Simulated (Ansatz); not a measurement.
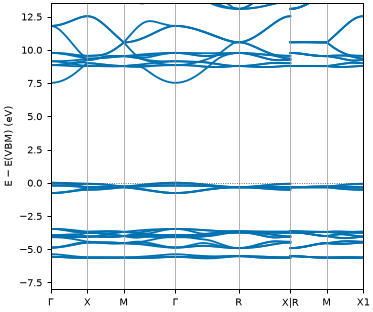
Fig. 1. Band structure from plane-wave PAW r²SCAN (Ansatz code)

Read off the gap and where the band edges lie.

About 7.5 eV (7.52 eV by a search for the band edges); maximum at Γ, minimum at Γ.

The material is CO2 in space group Pa-3 (No. 205; C on 4a, O on 8c).

Symmetry was held in the r²SCAN relaxation. The substance is a gas or liquid at ambient conditions; this is its low-temperature solid. A crystal of weakly bound molecules computed without a dispersion correction: the cell and the soft elastic constants depend strongly on that.

Potentials: the later of the program's two PAW sets.
